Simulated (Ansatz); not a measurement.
# CdC2 (built on the sites of a database entry of MgC2): following an unstable mode, part 2 of 3

Aim: this structure of CdC2 (built on the sites of a database entry of MgC2) is to be tested for unstable modes, and one is followed downhill.

Ansatz 0.2.0; DFT PBE, scalar-relativistic, plane waves, norm-conserving pseudopotentials.

So far, highest frequency on the path or at a solved wavevector (cm⁻¹): step 2 (the dispersion) 1950. Also lowest frequency on the path (cm⁻¹): step 2 -82.7.

The structure was built from a prototype and need not be the compound's stable phase.

## (6) Relaxation from the frozen mode

Starting from the lowest point found, all atoms and the cell are let go, so that strain and other modes of the same symmetry can join in.

Input file input.yaml:

```yaml
crystal:
  lattice:
    - [3.9651099776, 0.0, 0.0]
    - [0.0, 3.9651099776, 0.0]
    - [0.0, 0.0, 5.9125324408]
  atoms:
    - { symbol: Cd, position: [0.5128835781, 0.4871164219, 0.0] }
    - { symbol: Cd, position: [-0.0035589482, 0.0035589482, 0.5] }
    - { symbol: C, position: [0.8492334517, 0.9276996193, 0.0] }
    - { symbol: C, position: [0.6071307587, 0.3928692413, 0.5] }
    - { symbol: C, position: [0.0723003807, 0.1507665483, 0.0] }
    - { symbol: C, position: [0.3840638297, 0.6159361703, 0.5] }
kpoints:
  mp_grid: { grid: [8, 8, 4] }
hamiltonian:
  xc: pbe
  pseudopotentials: { kind: nc }
scf:
  occupations: { method: fixed }
output:
  forces: true
  stress: true
  eigenvalues: true
relax:
  adjacent_minimum: "off"
  f_tol: 0.002
  max_steps: 120
  cell: { stress_tol: 0.03 }
```

The run is started by

```sh
$ ansatz run input.yaml --threads 8 --pin off --max-ram 14336MiB --backend cpu --events-out ev --progress --plain --runs-dir out
```

Numbers of over 12 decimals in the logs are rounded to 6 here.

What it wrote:

```text
[...]
Crystal: 6 atoms, lattice volume = 92.957 Å³
Basis set: ecut = 1115.666836 eV, 7829 PW (Γ), exchange–correlation on 90×90×144 points (8 copies of the dense FFT grid, shifted against one another)
Bands: 34, of which v1, the nominal top of the filled ones, is band 28 counted from 1 (27 counted from 0)
Symmetry: 4 space group operations
[...]
k-points: 63 of 256 (time reversal used)
[...]
SCF iter   1: F=—  HF=-10187.798199 eV  |F-HF|=—  |Δ(HF+E_count)|=         —  Δρ=9.87e-2  dr2=9.41e0  ethr=3.10e-3  ⟨swp⟩=5.0  Hψ=8374  notcnv=0  defer=225
[...]
SCF iter   9: F=-10184.461700 eV  HF=-10184.461700 eV  |F-HF|=1.11e-8  |Δ(HF+E_count)|=   2.40e-7  Δρ=5.73e-6  dr2=3.77e-8  ethr=1.79e-10  ⟨swp⟩=15.5  Hψ=14412  notcnv=0
SCF 1 converged in 9 iterations: F = -10184.461700 eV  dr2 = 3.77e-8
relax step   1: F+E_penalty+E_count = -10184.46169997 eV  Δ(F+E_penalty+E_count) = +0.000e0 eV  max|allowed force component| = 2.130e-1 eV/Å  Δτ_max = 0.0000 Å  P = +0.141 GPa  Ω = 92.957 Å³  (9 SCF iters, dr2 threshold 1.00e-7 eV, accepted)
Crystal: 6 atoms, lattice volume = 93.023 Å³
Basis set: ecut = 1115.666836 eV, 7821 PW (Γ), exchange–correlation on 90×90×144 points (8 copies of the dense FFT grid, shifted against one another)
[...]
iter 1 solved again at ethr=8.72e-4 eV; its pass at ethr=3.10e-3 eV (dr2=4.88e-1 eV) is discarded
[...]
SCF iter   7: F=-10184.453536 eV  HF=-10184.453536 eV  |F-HF|=1.51e-7  |Δ(HF+E_count)|=   9.37e-7  Δρ=2.38e-5  dr2=3.48e-7  ethr=1.07e-9  ⟨swp⟩=14.9  Hψ=14926  notcnv=0
SCF 2 converged in 7 iterations: F = -10184.453536 eV  dr2 = 3.48e-7
relax step   2: F+E_penalty+E_count = -10184.45353552 eV  Δ(F+E_penalty+E_count) = +8.164e-3 eV  max|allowed force component| = 6.637e-2 eV/Å  Δτ_max = 0.1335 Å  P = +0.030 GPa  Ω = 93.023 Å³  energy of the carried Pulay correction = -8.619e-6 eV  (7 SCF iters, dr2 threshold 6.00e-7 eV, rejected (line search))
Crystal: 6 atoms, lattice volume = 93.010 Å³
[...]
SCF iter  11: F=-10184.465985 eV  HF=-10184.465985 eV  |F-HF|=3.64e-12  |Δ(HF+E_count)|=  7.28e-12  Δρ=8.20e-8  dr2=7.85e-12  ethr=1.00e-12  ⟨swp⟩=16.8  Hψ=16562  notcnv=0
SCF 3 converged in 11 iterations: F = -10184.465985 eV  dr2 = 7.85e-12
relax step   3: F+E_penalty+E_count = -10184.46598546 eV  Δ(F+E_penalty+E_count) = -4.285e-3 eV  max|allowed force component| = 4.427e-2 eV/Å  Δτ_max = 0.0467 Å  P = +0.034 GPa  Ω = 93.010 Å³  energy of the carried Pulay correction = -6.840e-6 eV  (11 SCF iters, accepted)
[...]
relax step   4: F+E_penalty+E_count = -10184.46624630 eV  Δ(F+E_penalty+E_count) = -2.608e-4 eV  max|allowed force component| = 4.571e-3 eV/Å  Δτ_max = 0.0015 Å  P = +0.010 GPa  Ω = 92.990 Å³  energy of the carried Pulay correction = -4.279e-6 eV  (4 SCF iters, dr2 threshold 1.79e-7 eV, accepted)
[...]
relax step   5: F+E_penalty+E_count = -10184.46629398 eV  Δ(F+E_penalty+E_count) = -4.767e-5 eV  max|allowed force component| = 6.666e-3 eV/Å  Δτ_max = 0.0015 Å  P = -0.006 GPa  Ω = 92.995 Å³  energy of the carried Pulay correction = -4.939e-6 eV  (5 SCF iters, dr2 threshold 3.44e-8 eV, accepted)
[...]
relax step   6: F+E_penalty+E_count = -10184.46631422 eV  Δ(F+E_penalty+E_count) = -2.024e-5 eV  max|allowed force component| = 6.540e-3 eV/Å  Δτ_max = 0.0017 Å  P = +0.011 GPa  Ω = 92.978 Å³  energy of the carried Pulay correction = -2.664e-6 eV  (6 SCF iters, dr2 threshold 2.78e-9 eV, accepted)
[...]
relax step   7: F+E_penalty+E_count = -10184.46632192 eV  Δ(F+E_penalty+E_count) = -7.697e-6 eV  max|allowed force component| = 5.264e-3 eV/Å  Δτ_max = 0.0041 Å  P = -0.015 GPa  Ω = 93.017 Å³  energy of the carried Pulay correction = -7.769e-6 eV  (6 SCF iters, dr2 threshold 2.67e-9 eV, accepted)
[...]
relax step   8: F+E_penalty+E_count = -10184.46632769 eV  Δ(F+E_penalty+E_count) = -5.777e-6 eV  max|allowed force component| = 1.299e-4 eV/Å  Δτ_max = 0.0008 Å  P = -0.000 GPa  Ω = 92.993 Å³  energy of the carried Pulay correction = -4.631e-6 eV  (5 SCF iters, dr2 threshold 1.73e-9 eV, accepted)
[...]
SCF iter   1: F=—  HF=-10184.466297 eV  |F-HF|=—  |Δ(HF+E_count)|=         —  Δρ=8.96e-6  dr2=6.17e-9  ethr=1.34e-7  ⟨swp⟩=5.1  Hψ=16494  notcnv=0  defer=252
eigensolver tolerance schedule: the retry pair's looser diagonalisation over-reported the residual by 12141.44 of it (diagonalisation noise at 1.10 of the residual, at the tolerance the schedule requests for it); recorded, not acted on — ethr = c·dr2/N_el stays at c = 1.0e-1
[...]
SCF iter   2: F=—  HF=-10184.466332 eV  |F-HF|=—  |Δ(HF+E_count)|=   3.52e-5  Δρ=4.53e-6  dr2=1.51e-9  ethr=1.10e-11  ⟨swp⟩=4.2  Hψ=6138  notcnv=0  defer=250
[...]
SCF iter   4: F=-10184.466332 eV  HF=-10184.466332 eV  |F-HF|=7.28e-12  |Δ(HF+E_count)|=  9.06e-10  Δρ=1.48e-7  dr2=1.58e-11  ethr=1.00e-12  ⟨swp⟩=15.3  Hψ=18753  notcnv=0
SCF 9 converged in 4 iterations: F = -10184.466332 eV  dr2 = 1.58e-11
relax step   9: F+E_penalty+E_count = -10184.46633248 eV  Δ(F+E_penalty+E_count) = -4.786e-6 eV  max|allowed force component| = 1.168e-4 eV/Å  Δτ_max = 0.0000 Å  P = -0.001 GPa  Ω = 92.993 Å³  stress off target by 1.61e-3 GPa  SCF on the basis re-selected at this cell (its energy is not comparable with the rows above)  (4 SCF iters)
basis re-selected at this cell: Δ(F+E_penalty+E_count) = -4.786e-6 eV, ΔP = -0.000 GPa vs the last step (what re-selecting the basis moved, of the pressure what is left beyond the Pulay correction that the steps carried, after the strain that the cell walked since its last selection, with what the two solves' SCF thresholds leave and, on support functions, any second-order correction that the steps lacked; it is no m [...]
SCF converged after 4 iterations
Free energy (F): -10184.466332 eV
[...]
Internal energy: -10184.466332 eV  (E = F + TS)
E sigma→0 (E₀):  -10184.466332 eV
Fermi energy:    7.145950 eV
[...]
--- Forces (eV/Å), atoms counted from 1 ---
  atom   1  Cd    -0.00006766     0.00006766     0.00000000
  atom   2  Cd    -0.00006892     0.00006892     0.00000000
  atom   3  C     -0.00002403    -0.00005257     0.00000000
  atom   4  C      0.00011695    -0.00011695     0.00000000
  atom   5  C      0.00005257     0.00002403     0.00000000
  atom   6  C     -0.00000811     0.00000811     0.00000000
  max |Σ_I F_I| component: 7.97e-7 eV/Å
--- Stress (GPa, compression-positive) ---
        0.000048       0.000465       0.000000
        0.000465       0.000048       0.000000
        0.000000       0.000000      -0.001614
  P = ⅓ Tr σ = -0.0005 GPa (-0.005 kbar)
--- Band table (eV; the first three rows and the last of 63) ---
  k-point 0: bands = [... 24 lower, 4.5561, 5.8065, 5.9210, 5.9787, 10.6484, 11.8240, 12.9383, 13.0168, ... 2 higher]
  k-point 1: bands = [... 24 lower, 5.2601, 5.7840, 5.9102, 6.2109, 10.7723, 11.5974, 12.8091, 12.8913, ... 2 higher]
  k-point 2: bands = [... 24 lower, 5.7603, 5.7787, 6.1581, 6.2373, 11.0391, 11.2362, 12.6938, 12.7850, ... 2 higher]
  k-point 62: bands = [... 24 lower, 4.1938, 4.3568, 6.7045, 6.7660, 11.8556, 11.8671, 11.9165, 12.0983, ... 2 higher]
--- Relaxed structure (8 steps of the walk, 7 accepted, 1 SCFs on fresh bases) ---
  F+E_penalty+E_count = -10184.46633248 eV   max|allowed force component| = 1.168e-4 eV/Å   (the final SCF, on the basis selected at the relaxed cell)
  cell:  # Å, volume = 92.9928 Å³
    - [3.964300, -0.014187, 0.0]
    - [-0.014187, 3.964300, 0.0]
    - [0.0, 0.0, 5.917278]
  atoms:
    - { symbol: Cd, position: [0.521896, 0.478104, 0.0] }
    - { symbol: Cd, position: [-0.011524, 0.011524, 0.500000] }
    - { symbol: C, position: [0.855775, 0.919855, 0.0] }
    - { symbol: C, position: [0.599127, 0.400873, 0.500000] }
    - { symbol: C, position: [0.080145, 0.144225, 0.0] }
    - { symbol: C, position: [0.376635, 0.623365, 0.500000] }
```

It took 38 s on 8 threads of Intel Xeon 6975P-C (Granite Rapids), shared host; peak memory 1.3 GiB; 4.9 min of CPU time.

The steps of the relaxation:

```
step  energy less that of the first step (eV)  largest force component (eV/Å)  pressure (GPa)  volume (Å³)
   1                                   0.0000                          0.2130            0.14        92.96
   2                                   0.0082                          0.0664            0.03        93.02
   3                                  -0.0043                          0.0443            0.03        93.01
   4                                  -0.0045                          0.0046            0.01        92.99
   5                                  -0.0046                          0.0067           -0.01        93.00
   6                                  -0.0046                          0.0065            0.01        92.98
   7                                  -0.0046                          0.0053           -0.01        93.02
   8                                  -0.0046                          0.0001            0.00        92.99
  9*                                  -0.0046                          0.0001            0.00        92.99
```

Relaxation steps marked * repeat the geometry before them on a plane-wave basis chosen anew for their cell, so energy and pressure can jump there. Relaxation step 2 was tried and not accepted.

The run keeps the 4 symmetry operations that it works with, so distortions that break them were not tested.

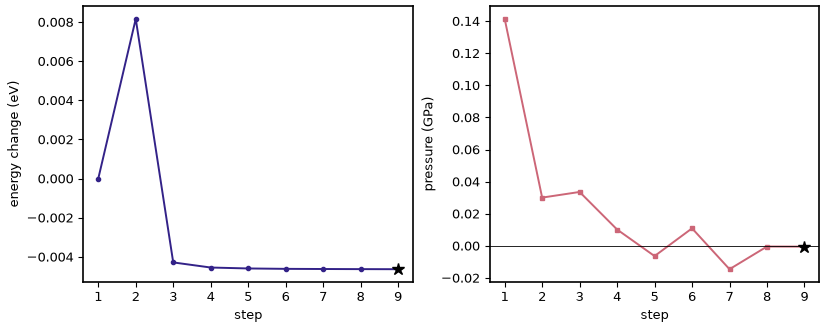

Energy and pressure along the relaxation. Stars mark steps on a basis chosen anew.

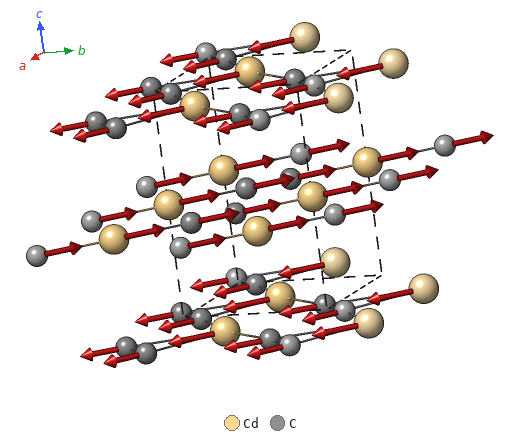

Displacements in the relaxation, exaggerated, measured against the changing cell; the longest in the cell stands for 0.05 Å. 2×1×1 cells are drawn. Some periodic images of atoms are drawn too.

```
conventional cell, symmetrised  before  after  change
                         a (Å)   5.913  5.917  +0.1 %
                         b (Å)   5.608  5.586  -0.4 %
                         c (Å)   5.608  5.626  +0.3 %
              volume (Å³/atom)   15.49  15.50  +0.0 %
```

The atoms that moved most (Å, as changes of fractional coordinates times the final cell):

```
atom      dx      dy     dz  length
 Cd1   0.036  -0.036  0.000   0.051
  C4  -0.032   0.032  0.000   0.045
 Cd2  -0.032   0.032  0.000   0.045
  C6  -0.030   0.030  0.000   0.042
  C3   0.026  -0.031  0.000   0.041
  C5   0.031  -0.026  0.000   0.041
```

Numbers from this step:

```yaml
pressure: -5.06e-4 GPa
gap_on_the_k_mesh: 3.118 eV
volume_per_atom: 15.50 Å³
```

The distorted start has space group Amm2; the relaxation ends in Amm2.

## (7) The new phase in its own primitive cell

The relaxed structure is symmetrised, reduced to its primitive cell and relaxed tightly, as its phonons need.

Input file input.yaml:

```yaml
crystal:
  lattice:
    - [5.9172779579, 0.0, 0.0]
    - [0.0, 2.7931514496, 2.8132152488]
    - [0.0, -2.7931514496, 2.8132152488]
  atoms:
    - { symbol: Cd, position: [0.0, 0.5218956854, 0.5218956854] }
    - { symbol: Cd, position: [0.5, 0.9884757214, 0.9884757214] }
    - { symbol: C, position: [0.0, 0.8557746191, 0.0801454211] }
    - { symbol: C, position: [0.5, 0.5991270858, 0.5991270858] }
    - { symbol: C, position: [0.0, 0.0801454211, 0.8557746191] }
    - { symbol: C, position: [0.5, 0.3766345179, 0.3766345179] }
kpoints:
  mp_grid: { grid: [4, 6, 6] }
hamiltonian:
  xc: pbe
  pseudopotentials: { kind: nc }
scf:
  occupations: { method: fixed }
output:
  forces: true
  stress: true
  eigenvalues: true
relax:
  adjacent_minimum: "off"
  f_tol: 0.001
  max_steps: 60
  cell: { stress_tol: 0.01 }
```

What it wrote:

```text
[...]
Crystal: 6 atoms, lattice volume = 92.993 Å³
Basis set: ecut = 1115.666836 eV, 7825 PW (Γ), exchange–correlation on 144×90×90 points (8 copies of the dense FFT grid, shifted against one another)
Bands: 34, of which v1, the nominal top of the filled ones, is band 28 counted from 1 (27 counted from 0)
Symmetry: 4 space group operations
[...]
- [5.9172779579, 0.0, 0.0]
    - [0.0, 2.7931514496, 2.8132152488]
    - [0.0, -2.7931514496, 2.8132152488]
  atoms:
    - { symbol: Cd, position: [0.0, 0.521896, 0.521896] }
    - { symbol: Cd, position: [0.5, 0.988476, 0.988476] }
    - { symbol: C, position: [0.0, 0.855775, 0.0801454211] }
    - { symbol: C, position: [0.5, 0.5991270858, 0.5991270858] }
    - { symbol: C, position: [0.0, 0.0801454211, 0.855775] }
    - { symbol: C, position: [0.5, 0.3766345179, 0.3766345179] }
[key lines of the parts left out:]
SCF converged after 6 iterations
Free energy (F): -10184.466273 eV
Fermi energy:    7.037583 eV
P = ⅓ Tr σ = -0.0006 GPa (-0.006 kbar)
```

Elapsed: 6.2 s, on 8 threads; peak memory 1 GiB; 47 s of CPU time.

Little changed from the start: no atom moved by 0.005 Å and no cell edge by 0.1 %.

Numbers from this step:

```
pressure           : -6.21e-4 GPa
gap on the k-mesh  : 3.226 eV
direct gap on mesh : 3.378 eV
```

The largest force component left is 0.13 meV/Å and the pressure is -0.001 GPa, within the tolerances set. The cell now holds 15.50 Å³/atom.

[end of part 2 of 3]

[Logs are printed without paths, hosts, clocks, repeated set-up lines and the standing remarks that a program may print on its own settings, such as how far it seeks lower states.]

[Hosts, paths, dates, database ids (printed as entryN), source tags and the programs' standing remarks are cut or masked in the printed files.]
